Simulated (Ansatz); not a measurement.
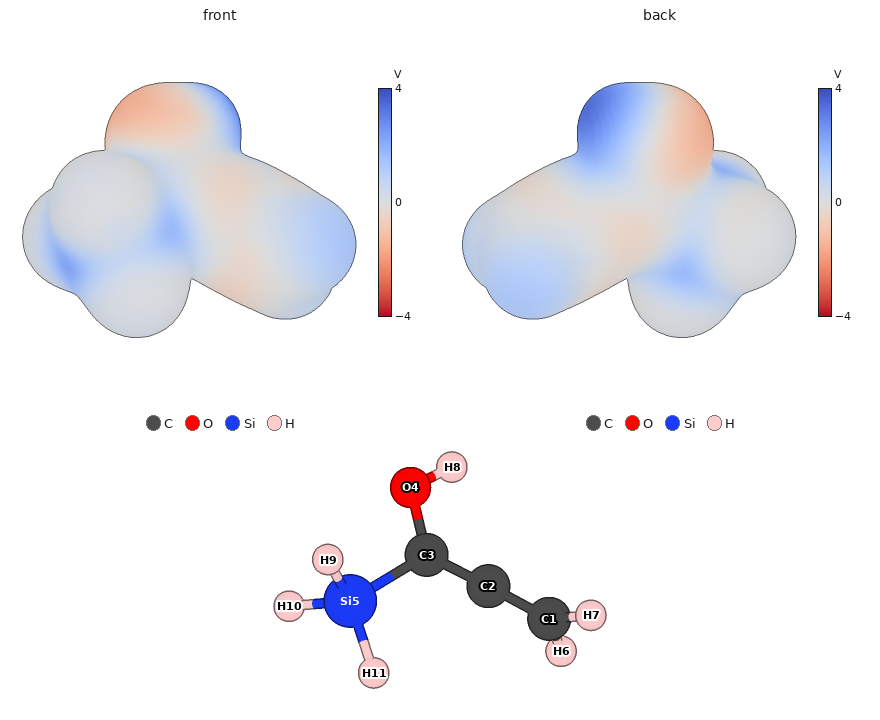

*C₃H₆OSi. The electrostatic potential painted on the density surface at 0.004 e/bohr³, seen from the front and from behind; red is negative and blue positive. The bare structure is drawn below in the same view.*

Method: UKS B3LYP-D4/def2-SVP in Ansatz.

```xyz
11

C    -2.1324    0.6513   -0.2057
C    -0.9878    0.0741    0.0746
C     0.1793   -0.4800    0.3348
O     0.3691   -1.5829    1.1364
Si    1.7838    0.2042   -0.3920
H    -2.7357    0.3488   -1.0717
H    -2.5367    1.4637    0.4124
H    -0.4895   -1.8791    1.4739
H     2.7078    0.6001    0.7096
H     2.4503   -0.8435   -1.2178
H     1.4571    1.3864   -1.2339
```

Question: Describe the electrostatic potential map.

Answer: The most negative region (about −1.4 V) lies over O4, the most positive (about +3.2 V) over H8. O4 is the likeliest acceptor of a hydrogen bond.
